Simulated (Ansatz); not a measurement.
# Geometry relaxation of Sr18HN (part 1 of 3)

System: Sr18HN (slab, 20 atoms in the cell).
Method: DFT PBE-D3(BJ), scalar-relativistic, plane waves, PAW, no spin polarisation (Ansatz 0.2.0).

The input holds or restrains some coordinates. Forces given for the steps count only the free coordinates. It belongs to a series of runs on one base structure; here: end point A relaxed.

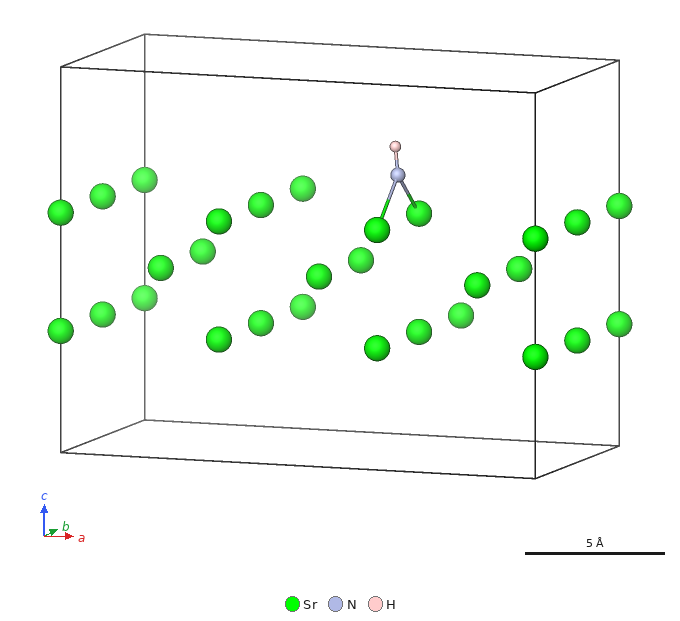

The structure as given in the input (ball-and-stick view of the cell of the calculation, with the vacuum cut short, seen slightly off an axis). An atom can appear more than once, as a periodic image.

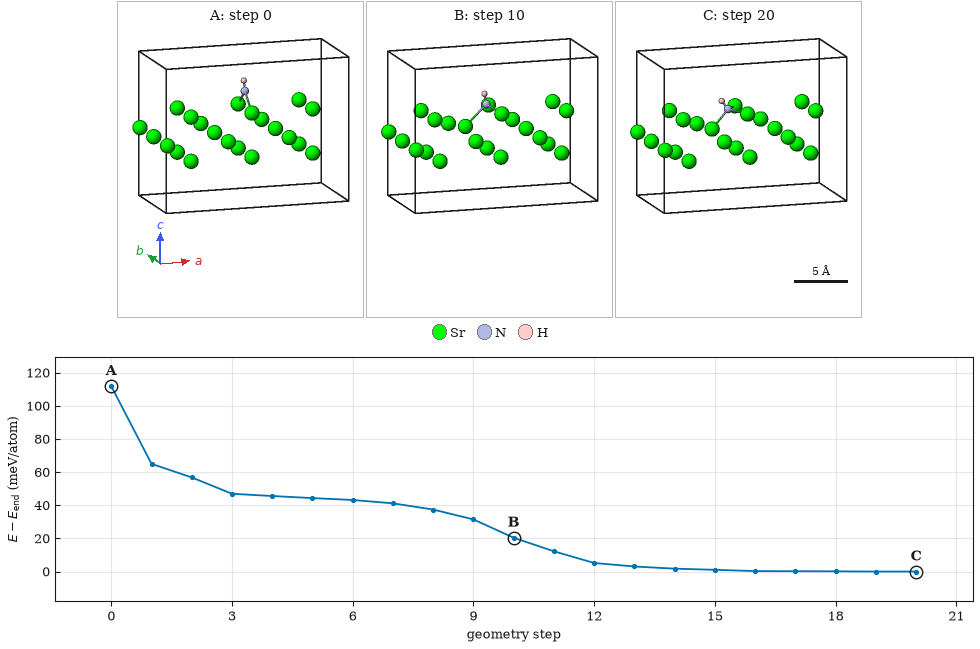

Frames of the restrained relaxation (ball-and-stick view of the cell of the calculation, with the vacuum cut short (origin shifted), seen slightly off an axis) above the curves, on which the letters mark them (the first geometry is step 0 here and step 1 in the log).

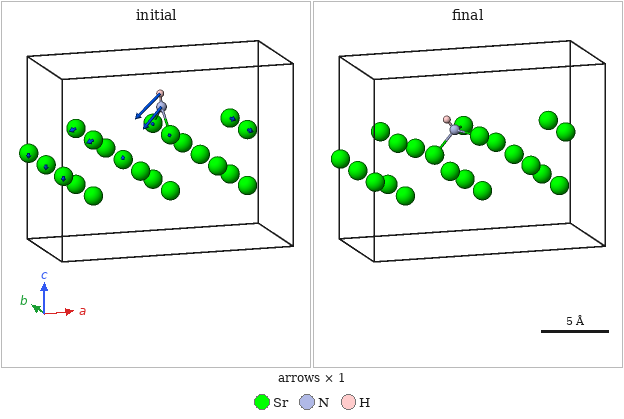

Before (left) and after (right) the restrained relaxation, at one scale (ball-and-stick view of the cell of the calculation, with the vacuum cut short (origin shifted), seen slightly off an axis). The blue arrows give the displacements, at true length. The largest move is that of H20, 2.74 Å. By element the largest moves are H 2.74 Å, N 2.22 Å, Sr 0.62 Å. The lattice vectors keep their values. Among the contacts that change: Sr8–N19 4.896 → 2.437 Å, Sr15–N19 2.750 → 2.379 Å, Sr18–N19 2.731 → 2.379 Å, N19–H20 1.035 → 1.040 Å. New bonds form: Sr8–N19 (4.90 → 2.44 Å). Among the angles that change: Sr15–N19–H20 128.7° → 113.2°, Sr18–N19–H20 127.7° → 113.3°, Sr15–N19–Sr18 103.3° → 111.7°. The energy falls by 112 meV per atom in 20 geometry steps. Largest force component: 2.2 eV/Å at the start, 0.011 eV/Å at the end. (Atoms are counted from 1 in the order of the input.)

The input that produced these results follows, with the program's output.

### Input file
```yaml
crystal:
  lattice:
    - [18.24, 0.0, 0.0]
    - [0.0, 8.598418, 0.0]
    - [0.0, 0.0, 15.299209]
  atoms:
    - { symbol: Sr, position: [0.0, 0.0, 0.0653629] }
    - { symbol: Sr, position: [0.3333333, 0.0, 0.0653629] }
    - { symbol: Sr, position: [0.6666667, 0.0, 0.0653629] }
    - { symbol: Sr, position: [0.0, 0.5, 0.0653629] }
    - { symbol: Sr, position: [0.3333333, 0.5, 0.0653629] }
    - { symbol: Sr, position: [0.6666667, 0.5, 0.0653629] }
    - { symbol: Sr, position: [0.1666667, 0.25, 0.2058672] }
    - { symbol: Sr, position: [0.5, 0.25, 0.2058672] }
    - { symbol: Sr, position: [0.8333333, 0.25, 0.2058672] }
    - { symbol: Sr, position: [0.1666667, 0.75, 0.2058672] }
    - { symbol: Sr, position: [0.5, 0.75, 0.2058672] }
    - { symbol: Sr, position: [0.8333333, 0.75, 0.2058672] }
    - { symbol: Sr, position: [0.0, 0.0, 0.3463714] }
    - { symbol: Sr, position: [0.3333333, 0.0, 0.3463714] }
    - { symbol: Sr, position: [0.6666667, 0.0, 0.3463714] }
    - { symbol: Sr, position: [0.0, 0.5, 0.3463714] }
    - { symbol: Sr, position: [0.3333333, 0.5, 0.3463714] }
    - { symbol: Sr, position: [0.6666667, 0.5, 0.3463714] }
    - { symbol: "N", position: [0.6658565, 0.2514003, 0.4574883] }
    - { symbol: H, position: [0.6604132, 0.2527877, 0.524812] }
basis:
  ecutwfc: 420.0
kpoints:
  mp_grid: { grid: [1, 2, 1] }
hamiltonian:
  xc: pbe
  dispersion: d3bj
scf:
  occupations: { method: gaussian, width: 0.1 }
  lower_state_search: "off"
relax:
  f_tol: 0.03
  max_steps: 60
  adjacent_minimum: "off"
  constraints: [{ sites: [0, 1, 2, 3, 4, 5] }]
```

Command:
```bash
ansatz run input.yaml --threads 4 --pin off --max-ram 10240MiB --backend cpu --events-out ev --progress --plain --runs-dir out
```

### Log
```
Engine: ansatz 0.2.0, x86_64-unknown-linux-gnu
Pseudopotentials: kind: paw
Pseudopotential: Sr, paw, valence charge 10, recommended cutoff 420 eV (normal), Sr.paw.azcp
Pseudopotential: N, paw, valence charge 5, recommended cutoff 420 eV (normal), N.paw.azcp
Pseudopotential: H, paw, valence charge 1, recommended cutoff 420 eV (normal), H.paw.azcp
Functional definition: PBE
  parameter kappa = 0.804
  parameter beta = 0.06672455060314922
  exchange = pbe_x(kappa = kappa, mu = beta*pi^2/3)
  correlation = pbe_c(beta = beta)
Crystal: 20 atoms, lattice volume = 2399.454 Å³
Basis set: ecut = 420 eV, 46919 PW (Γ), exchange–correlation on 250×120×216 points (8 copies of the dense FFT grid, shifted against one another)
Bands: 113, of which v1, the nominal top of the filled ones, is band 93 counted from 1 (92 counted from 0)
Symmetry: 1 space group operations
Space group: P1 (ITA 1), of the structure as read, at distance tolerance 1.3e-4 Å
k-points: 2
Non-local potential: Sr, projectors of the file, l = 0: 3, l = 1: 2, l = 2: 2
Non-local potential: N, projectors of the file, l = 0: 2, l = 1: 2, l = 2: 1
Non-local potential: H, projectors of the file, l = 0: 2, l = 1: 1
PAW form: soft (Blöchl's): semilocal exchange-correlation on the pseudo side does not see the compensation charge
PAW one-centre angular grid: Sr, 110 points (default); XC on 64 Gauss nodes
PAW one-centre angular grid: N, 110 points (default); XC on 64 Gauss nodes
PAW one-centre angular grid: H, 110 points (default); XC on 64 Gauss nodes
Initial density: superposition of atomic densities (neutral atoms: chi_scale 0, normalization atom), corrected by the library's trained network
Initial wavefunctions: pseudopotential atomic-orbital guess
Functional: x = pbe(κ = 0.804, μ = 0.2195149727645171), c = pbe(β = 0.06672455060314922)
SCF iter   1: F=—  HF=-64190.592672 eV  |F-HF|=—  |Δ(HF+E_count)|=         —  Δρ=4.12e-3  dr2=2.85e0  ethr=1.77e-3  ⟨swp⟩=18.0  Hψ=1541  notcnv=0
preconditioner: auto → LDOS  [insulator: Δε(μ)=0.149 eV  Ē_g=1.850 eV  σ=0.100 eV  W_gap=0.52  n_scr=234 (ndim 8)  ℏωp=4.8 eV  f_vac=0.421  D(μ)=18.40/eV (n_scr^D=72)  ε∞_Penn≈7.7  β→1.0]
SCF iter   2: F=—  HF=-64195.687839 eV  |F-HF|=—  |Δ(HF+E_count)|=    5.10e0  Δρ=3.14e-2  dr2=9.06e1  ethr=1.53e-3  ⟨swp⟩=3.5  Hψ=437  notcnv=0  defer=3  recentre
SCF iter   3: F=—  HF=-64190.567613 eV  |F-HF|=—  |Δ(HF+E_count)|=    5.12e0  Δρ=3.88e-3  dr2=2.01e0  ethr=1.53e-3  ⟨swp⟩=4.0  Hψ=416  notcnv=0
SCF iter   4: F=—  HF=-64190.460894 eV  |F-HF|=—  |Δ(HF+E_count)|=   1.07e-1  Δρ=2.34e-3  dr2=9.99e-1  ethr=1.08e-3  ⟨swp⟩=1.0  Hψ=260  notcnv=0
SCF iter   5: F=—  HF=-64190.396670 eV  |F-HF|=—  |Δ(HF+E_count)|=   6.42e-2  Δρ=9.59e-4  dr2=1.58e-1  ethr=5.37e-4  ⟨swp⟩=2.0  Hψ=228  notcnv=0
SCF iter   6: F=—  HF=-64190.414735 eV  |F-HF|=—  |Δ(HF+E_count)|=   1.81e-2  Δρ=1.98e-3  dr2=3.21e-1  ethr=8.49e-5  ⟨swp⟩=2.0  Hψ=300  notcnv=0  defer=1
SCF iter   7: F=—  HF=-64190.387325 eV  |F-HF|=—  |Δ(HF+E_count)|=   2.74e-2  Δρ=1.01e-3  dr2=9.03e-2  ethr=8.49e-5  ⟨swp⟩=2.0  Hψ=259  notcnv=0  defer=1
SCF iter   8: F=—  HF=-64190.378710 eV  |F-HF|=—  |Δ(HF+E_count)|=   8.62e-3  Δρ=2.28e-4  dr2=4.83e-3  ethr=4.85e-5  ⟨swp⟩=2.0  Hψ=266  notcnv=0  defer=1
SCF iter   9: F=—  HF=-64190.378362 eV  |F-HF|=—  |Δ(HF+E_count)|=   3.48e-4  Δρ=1.05e-4  dr2=1.12e-3  ethr=2.60e-6  ⟨swp⟩=2.5  Hψ=275  notcnv=0  defer=1
SCF iter  10: F=—  HF=-64190.378291 eV  |F-HF|=—  |Δ(HF+E_count)|=   7.11e-5  Δρ=1.96e-5  dr2=4.52e-5  ethr=6.00e-7  ⟨swp⟩=2.5  Hψ=231  notcnv=0  defer=1
SCF iter  11: F=-64190.378289 eV  HF=-64190.378296 eV  |F-HF|=6.93e-6  |Δ(HF+E_count)|=   5.85e-6  Δρ=1.02e-5  dr2=8.25e-6  ethr=1.21e-8  ⟨swp⟩=7.5  Hψ=784  notcnv=0
SCF 1 converged in 11 iterations: F = -64190.378289 eV  dr2 = 8.25e-6
  greatest PAW one-centre occupation: 0.988 electrons in one spin orbital (limit 2), on the Sr atom at site 5 (counted from 0), in its partial waves of l = 0
relax step   1: F+E_penalty+E_count = -64190.37828950 eV  Δ(F+E_penalty+E_count) = +0.000e0 eV  max|allowed force component| = 2.193e0 eV/Å  Δτ_max = 0.0000 Å  (11 SCF iters, dr2 threshold 2.25e-5 eV, accepted)
Initial density: handed on by an earlier stage of this run
Initial wavefunctions: those handed on with the density
iter 1 solved again at ethr=3.86e-4 eV; its pass at ethr=3.10e-3 eV (dr2=7.19e-1 eV) is discarded
SCF iter   1: F=—  HF=-64191.479905 eV  |F-HF|=—  |Δ(HF+E_count)|=         —  Δρ=4.69e-3  dr2=7.26e-1  ethr=3.86e-4  ⟨swp⟩=1.0  Hψ=799  notcnv=0  defer=3
preconditioner: auto → LDOS  [insulator: Δε(μ)=0.159 eV  Ē_g=1.841 eV  σ=0.100 eV  W_gap=0.56  n_scr=234 (ndim 8)  ℏωp=4.8 eV  f_vac=0.420  D(μ)=17.58/eV (n_scr^D=64)  ε∞_Penn≈7.8  β→1.0]
SCF iter   2: F=—  HF=-64191.890970 eV  |F-HF|=—  |Δ(HF+E_count)|=   4.11e-1  Δρ=1.49e-2  dr2=1.38e1  ethr=3.86e-4  ⟨swp⟩=4.5  Hψ=572  notcnv=0  defer=3  recentre
SCF iter   3: F=—  HF=-64191.347332 eV  |F-HF|=—  |Δ(HF+E_count)|=   5.44e-1  Δρ=2.12e-3  dr2=1.65e-1  ethr=3.86e-4  ⟨swp⟩=4.0  Hψ=451  notcnv=0  defer=1
SCF iter   4: F=—  HF=-64191.316658 eV  |F-HF|=—  |Δ(HF+E_count)|=   3.07e-2  Δρ=4.64e-4  dr2=6.65e-3  ethr=8.86e-5  ⟨swp⟩=3.0  Hψ=359  notcnv=0  defer=1
SCF iter   5: F=—  HF=-64191.315902 eV  |F-HF|=—  |Δ(HF+E_count)|=   7.55e-4  Δρ=1.04e-4  dr2=6.68e-4  ethr=3.57e-6  ⟨swp⟩=3.0  Hψ=295  notcnv=0  defer=1
SCF iter   6: F=—  HF=-64191.315971 eV  |F-HF|=—  |Δ(HF+E_count)|=   6.83e-5  Δρ=6.51e-5  dr2=2.99e-4  ethr=3.59e-7  ⟨swp⟩=2.0  Hψ=289  notcnv=0  defer=1
SCF iter   7: F=-64191.315879 eV  HF=-64191.315961 eV  |F-HF|=8.23e-5  |Δ(HF+E_count)|=   9.63e-6  Δρ=3.08e-5  dr2=9.41e-5  ethr=5.38e-8  ⟨swp⟩=5.0  Hψ=747  notcnv=0
SCF 2 converged in 7 iterations: F = -64191.315879 eV  dr2 = 9.41e-5
relax step   2: F+E_penalty+E_count = -64191.31587871 eV  Δ(F+E_penalty+E_count) = -9.376e-1 eV  max|allowed force component| = 9.997e-1 eV/Å  Δτ_max = 0.1950 Å  (7 SCF iters, dr2 threshold 1.00e-4 eV, accepted)
iter 1 solved again at ethr=6.11e-4 eV; its pass at ethr=3.10e-3 eV (dr2=1.14e0 eV) is discarded
SCF iter   1: F=—  HF=-64191.778335 eV  |F-HF|=—  |Δ(HF+E_count)|=         —  Δρ=6.27e-3  dr2=1.14e0  ethr=6.11e-4  ⟨swp⟩=1.0  Hψ=834  notcnv=0  defer=3
preconditioner: auto → LDOS  [insulator: Δε(μ)=0.157 eV  Ē_g=1.941 eV  σ=0.100 eV  W_gap=0.56  n_scr=234 (ndim 8)  ℏωp=4.8 eV  f_vac=0.422  D(μ)=17.35/eV (n_scr^D=64)  ε∞_Penn≈7.1  β→1.0]
SCF iter   2: F=—  HF=-64192.212725 eV  |F-HF|=—  |Δ(HF+E_count)|=   4.34e-1  Δρ=1.15e-2  dr2=5.15e0  ethr=6.11e-4  ⟨swp⟩=4.0  Hψ=552  notcnv=0  defer=3  recentre
SCF iter   3: F=—  HF=-64191.491849 eV  |F-HF|=—  |Δ(HF+E_count)|=   7.21e-1  Δρ=1.69e-3  dr2=7.55e-2  ethr=6.11e-4  ⟨swp⟩=4.0  Hψ=397  notcnv=0  defer=3
[...]
  greatest PAW one-centre occupation: 0.988 electrons in one spin orbital (limit 2), on the Sr atom at site 2 (counted from 0), in its partial waves of l = 0
relax step   3: F+E_penalty+E_count = -64191.47984060 eV  Δ(F+E_penalty+E_count) = -1.640e-1 eV  max|allowed force component| = 1.448e0 eV/Å  Δτ_max = 0.1902 Å  (7 SCF iters, dr2 threshold 6.25e-5 eV, accepted)
preconditioner: auto → LDOS  [insulator: Δε(μ)=0.140 eV  Ē_g=1.823 eV  σ=0.100 eV  W_gap=0.51  n_scr=234 (ndim 8)  ℏωp=4.8 eV  f_vac=0.431  D(μ)=17.24/eV (n_scr^D=64)  ε∞_Penn≈7.9  β→1.0]
relax step   4: F+E_penalty+E_count = -64191.67687728 eV  Δ(F+E_penalty+E_count) = -1.970e-1 eV  max|allowed force component| = 2.710e-1 eV/Å  Δτ_max = 0.1819 Å  (6 SCF iters, dr2 threshold 1.00e-4 eV, accepted)
eigensolver tolerance schedule calibrated: the retry pair's looser diagonalisation under-reported the residual by θ = 0.15 (0.17/decade); ethr = c·dr2/N_el runs at the constant in force after the calibration composes with the one it found (an armed cap, an earlier calibration), c = 3.5e-2
preconditioner: auto → LDOS  [metal: Δε(μ)=0.023 eV  Ē_g=1.838 eV  σ=0.100 eV  W_gap=0.13  n_scr=234 (ndim 8)  ℏωp=4.8 eV  f_vac=0.436  D(μ)=15.00/eV (n_scr^D=44)  β→1.0]
  greatest PAW one-centre occupation: 0.988 electrons in one spin orbital (limit 2), on the Sr atom at site 3 (counted from 0), in its partial waves of l = 0
relax step   5: F+E_penalty+E_count = -64191.70414790 eV  Δ(F+E_penalty+E_count) = -2.727e-2 eV  max|allowed force component| = 7.764e-1 eV/Å  Δτ_max = 0.2000 Å  (8 SCF iters, dr2 threshold 4.59e-6 eV, accepted)
preconditioner: auto → LDOS  [metal: Δε(μ)=0.019 eV  Ē_g=1.831 eV  σ=0.100 eV  W_gap=0.11  n_scr=234 (ndim 8)  ℏωp=4.8 eV  f_vac=0.436  D(μ)=15.62/eV (n_scr^D=56)  β→1.0]
relax step   6: F+E_penalty+E_count = -64191.72933348 eV  Δ(F+E_penalty+E_count) = -2.519e-2 eV  max|allowed force component| = 1.668e-1 eV/Å  Δτ_max = 0.1887 Å  (6 SCF iters, dr2 threshold 3.77e-5 eV, accepted)
preconditioner: auto → LDOS  [metal: Δε(μ)=0.033 eV  Ē_g=1.836 eV  σ=0.100 eV  W_gap=0.18  n_scr=234 (ndim 8)  ℏωp=4.8 eV  f_vac=0.435  D(μ)=14.88/eV (n_scr^D=44)  β→1.0]
  greatest PAW one-centre occupation: 0.988 electrons in one spin orbital (limit 2), on the Sr atom at site 0 (counted from 0), in its partial waves of l = 0
relax step   7: F+E_penalty+E_count = -64191.75207364 eV  Δ(F+E_penalty+E_count) = -2.274e-2 eV  max|allowed force component| = 2.660e-1 eV/Å  Δτ_max = 0.1951 Å  (8 SCF iters, dr2 threshold 1.74e-6 eV, accepted)
preconditioner: auto → LDOS  [metal: Δε(μ)=0.040 eV  Ē_g=1.853 eV  σ=0.100 eV  W_gap=0.22  n_scr=234 (ndim 8)  ℏωp=4.8 eV  f_vac=0.435  D(μ)=15.06/eV (n_scr^D=44)  β→1.0]
relax step   8: F+E_penalty+E_count = -64191.79239827 eV  Δ(F+E_penalty+E_count) = -4.032e-2 eV  max|allowed force component| = 4.616e-1 eV/Å  Δτ_max = 0.1956 Å  (8 SCF iters, dr2 threshold 4.42e-6 eV, accepted)
preconditioner: auto → LDOS  [metal: Δε(μ)=0.041 eV  Ē_g=1.869 eV  σ=0.100 eV  W_gap=0.23  n_scr=234 (ndim 8)  ℏωp=4.8 eV  f_vac=0.434  D(μ)=15.39/eV (n_scr^D=48)  β→1.0]
relax step   9: F+E_penalty+E_count = -64191.86766411 eV  Δ(F+E_penalty+E_count) = -7.527e-2 eV  max|allowed force component| = 4.345e-1 eV/Å  Δτ_max = 0.1954 Å  (6 SCF iters, dr2 threshold 1.00e-4 eV, accepted)
preconditioner: auto → LDOS  [metal: Δε(μ)=0.041 eV  Ē_g=1.886 eV  σ=0.100 eV  W_gap=0.22  n_scr=234 (ndim 8)  ℏωp=4.8 eV  f_vac=0.434  D(μ)=15.64/eV (n_scr^D=56)  β→1.0]
relax step  10: F+E_penalty+E_count = -64191.98697913 eV  Δ(F+E_penalty+E_count) = -1.193e-1 eV  max|allowed force component| = 3.950e-1 eV/Å  Δτ_max = 0.1951 Å  (5 SCF iters, dr2 threshold 1.00e-4 eV, accepted)
preconditioner: auto → LDOS  [metal: Δε(μ)=0.043 eV  Ē_g=1.916 eV  σ=0.100 eV  W_gap=0.24  n_scr=234 (ndim 8)  ℏωp=4.8 eV  f_vac=0.433  D(μ)=16.11/eV (n_scr^D=60)  β→1.0]
relax step  11: F+E_penalty+E_count = -64192.20787535 eV  Δ(F+E_penalty+E_count) = -2.209e-1 eV  max|allowed force component| = 4.439e-1 eV/Å  Δτ_max = 0.1949 Å  (6 SCF iters, dr2 threshold 1.00e-4 eV, accepted)
preconditioner: auto → LDOS  [metal: Δε(μ)=0.038 eV  Ē_g=1.934 eV  σ=0.100 eV  W_gap=0.21  n_scr=234 (ndim 8)  ℏωp=4.8 eV  f_vac=0.432  D(μ)=16.57/eV (n_scr^D=64)  β→1.0]
relax step  12: F+E_penalty+E_count = -64192.37148977 eV  Δ(F+E_penalty+E_count) = -1.636e-1 eV  max|allowed force component| = 5.310e-1 eV/Å  Δτ_max = 0.1949 Å  (5 SCF iters, dr2 threshold 1.00e-4 eV, accepted)
preconditioner: auto → LDOS  [metal: Δε(μ)=0.039 eV  Ē_g=1.989 eV  σ=0.100 eV  W_gap=0.21  n_scr=234 (ndim 8)  ℏωp=4.8 eV  f_vac=0.432  D(μ)=17.25/eV (n_scr^D=64)  β→1.0]
relax step  13: F+E_penalty+E_count = -64192.51279980 eV  Δ(F+E_penalty+E_count) = -1.413e-1 eV  max|allowed force component| = 3.209e-1 eV/Å  Δτ_max = 0.1947 Å  (6 SCF iters, dr2 threshold 1.00e-4 eV, accepted)
preconditioner: auto → LDOS  [metal: Δε(μ)=0.034 eV  Ē_g=1.967 eV  σ=0.100 eV  W_gap=0.19  n_scr=234 (ndim 8)  ℏωp=4.8 eV  f_vac=0.432  D(μ)=17.74/eV (n_scr^D=72)  β→1.0]
relax step  14: F+E_penalty+E_count = -64192.55485760 eV  Δ(F+E_penalty+E_count) = -4.206e-2 eV  max|allowed force component| = 2.551e-1 eV/Å  Δτ_max = 0.2000 Å  (6 SCF iters, dr2 threshold 3.76e-5 eV, accepted)
preconditioner: auto → LDOS  [metal: Δε(μ)=0.031 eV  Ē_g=1.965 eV  σ=0.100 eV  W_gap=0.17  n_scr=234 (ndim 8)  ℏωp=4.8 eV  f_vac=0.432  D(μ)=17.21/eV (n_scr^D=64)  β→1.0]
relax step  15: F+E_penalty+E_count = -64192.58093808 eV  Δ(F+E_penalty+E_count) = -2.608e-2 eV  max|allowed force component| = 3.152e-1 eV/Å  Δτ_max = 0.1936 Å  (6 SCF iters, dr2 threshold 2.38e-5 eV, accepted)
preconditioner: auto → LDOS  [metal: Δε(μ)=0.033 eV  Ē_g=1.957 eV  σ=0.100 eV  W_gap=0.18  n_scr=234 (ndim 8)  ℏωp=4.8 eV  f_vac=0.432  D(μ)=17.23/eV (n_scr^D=64)  β→1.0]
relax step  16: F+E_penalty+E_count = -64192.59488929 eV  Δ(F+E_penalty+E_count) = -1.395e-2 eV  max|allowed force component| = 3.762e-1 eV/Å  Δτ_max = 0.1924 Å  (5 SCF iters, dr2 threshold 6.28e-5 eV, accepted)
preconditioner: auto → LDOS  [metal: Δε(μ)=0.023 eV  Ē_g=1.970 eV  σ=0.100 eV  W_gap=0.13  n_scr=234 (ndim 8)  ℏωp=4.8 eV  f_vac=0.433  D(μ)=16.98/eV (n_scr^D=64)  β→1.0]
relax step  17: F+E_penalty+E_count = -64192.61029444 eV  Δ(F+E_penalty+E_count) = -1.541e-2 eV  max|allowed force component| = 1.027e-1 eV/Å  Δτ_max = 0.2000 Å  (6 SCF iters, dr2 threshold 1.00e-4 eV, accepted)
preconditioner: auto → LDOS  [metal: Δε(μ)=0.030 eV  Ē_g=1.972 eV  σ=0.100 eV  W_gap=0.17  n_scr=234 (ndim 8)  ℏωp=4.8 eV  f_vac=0.433  D(μ)=16.66/eV (n_scr^D=64)  β→1.0]
relax step  18: F+E_penalty+E_count = -64192.61168339 eV  Δ(F+E_penalty+E_count) = -1.389e-3 eV  max|allowed force component| = 9.103e-2 eV/Å  Δτ_max = 0.1815 Å  (9 SCF iters, accepted)
preconditioner: auto → LDOS  [metal: Δε(μ)=0.027 eV  Ē_g=1.965 eV  σ=0.100 eV  W_gap=0.15  n_scr=234 (ndim 8)  ℏωp=4.8 eV  f_vac=0.434  D(μ)=16.69/eV (n_scr^D=64)  β→1.0]
relax step  19: F+E_penalty+E_count = -64192.61318667 eV  Δ(F+E_penalty+E_count) = -1.503e-3 eV  max|allowed force component| = 8.681e-2 eV/Å  Δτ_max = 0.1220 Å  (9 SCF iters, accepted)
preconditioner: auto → LDOS  [metal: Δε(μ)=0.030 eV  Ē_g=1.965 eV  σ=0.100 eV  W_gap=0.16  n_scr=234 (ndim 8)  ℏωp=4.8 eV  f_vac=0.433  D(μ)=17.35/eV (n_scr^D=64)  β→1.0]
```
